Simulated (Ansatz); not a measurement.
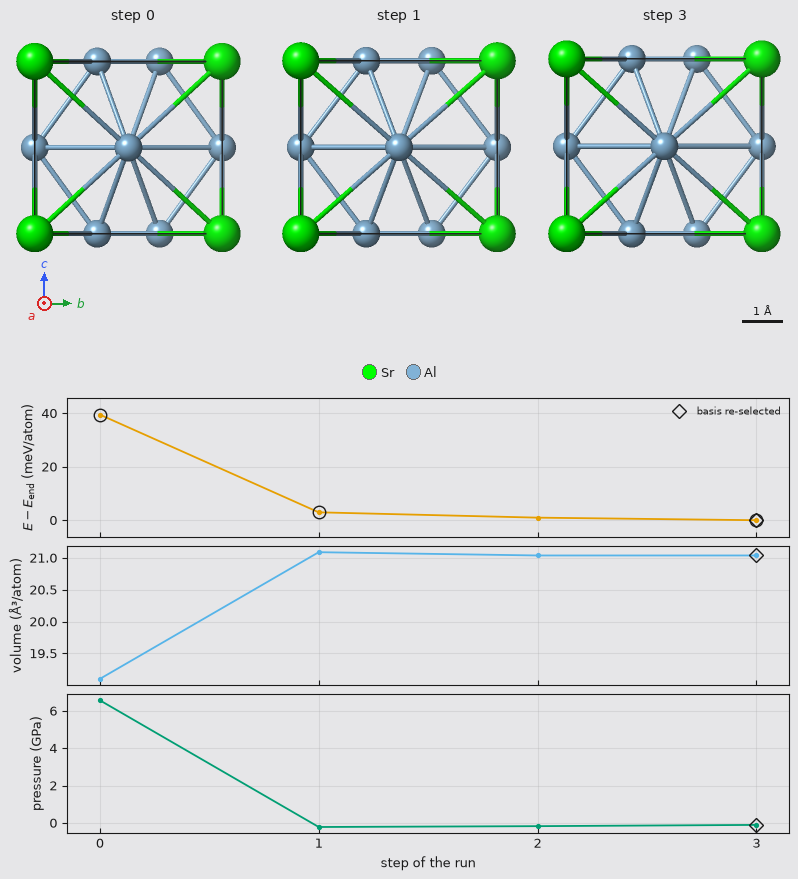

Frames of a relaxation of a crystal of SrAl₅ (a generated structure, set up in P6/mmm) (coarse preliminary run), marked on the history of the run. Style: ball-and-stick. Shown: the cell of the calculation, along the a axis.

Computed with DFT PBE, scalar-relativistic, plane waves, PAW in Ansatz.

Input file:
```yaml
crystal:
  lattice:
    - [5.49757573, 0.0, 0.0]
    - [-2.74878787, 4.76104024, 0.0]
    - [0.0, 0.0, 4.37830771]
  atoms:
    - { symbol: Sr, position: [0.0, 0.0, 0.0] }
    - { symbol: Al, position: [0.33333333, 0.66666667, 0.0] }
    - { symbol: Al, position: [0.66666667, 0.33333333, 0.0] }
    - { symbol: Al, position: [0.5, 0.0, 0.5] }
    - { symbol: Al, position: [0.5, 0.5, 0.5] }
    - { symbol: Al, position: [0.0, 0.5, 0.5] }
basis:
  ecutwfc: 420
kpoints:
  mp_grid: { grid: [6, 6, 4] }
hamiltonian:
  xc: pbe
scf:
  occupations: { method: gaussian, width: 0.1 }
  lower_state_search: "off"
output:
  forces: true
  stress: true
  eigenvalues: true
relax:
  adjacent_minimum: "off"
  f_tol: 0.04
  max_steps: 70
  cell: { stress_tol: 0.4 }
```

Launched with:
```bash
ansatz run input.yaml --threads 1 --pin off --max-ram 2048MiB --backend cpu --events-out ev --progress --plain --runs-dir out
```

What happens along the run?

Over 2 accepted moves (3 points after the start) the energy falls by 39.5 meV per atom. All forces vanish by symmetry, so only the cell relaxes. The pressure goes from 6.56 to −0.11 GPa. The SCF was repeated once at an unchanged geometry on a basis and grid sized afresh for the cell, which shifted the energy by 1.0 meV per atom at most. No atom moves by more than 0.005 Å relative to the cell. The drawn cell changes as follows: a = b 5.498 → 5.728 Å (+4.2 %), c 4.378 → 4.443 Å (+1.5 %); the volume changes by +10.1 %. Some distances before and after: Sr1–Al2 3.174 → 3.307 Å, Al4–Al5 2.749 → 2.864 Å, Sr1–Al4 3.514 → 3.624 Å, Al2–Al4 2.704 → 2.769 Å. The space group stays P6/mmm (No. 191). The run took 11 s on 1 thread of Arm Neoverse V2, on a shared host, peak memory 0.36 GiB. From step 0 to 1: volume +10.4 %, energy −36.5 meV per atom. From step 1 to 3: volume −0.2 %, energy −3.0 meV per atom.

| step | E − E(0), meV/atom | pressure, GPa | volume, Å³/atom | note |
| --- | --- | --- | --- | --- |
| 0 | 0.00 | 6.56 | 19.100 |  |
| 1 | -36.52 | -0.22 | 21.089 |  |
| 2 | -38.51 | -0.17 | 21.038 |  |
| 3 | -39.47 | -0.11 | 21.038 | same geometry, new basis |
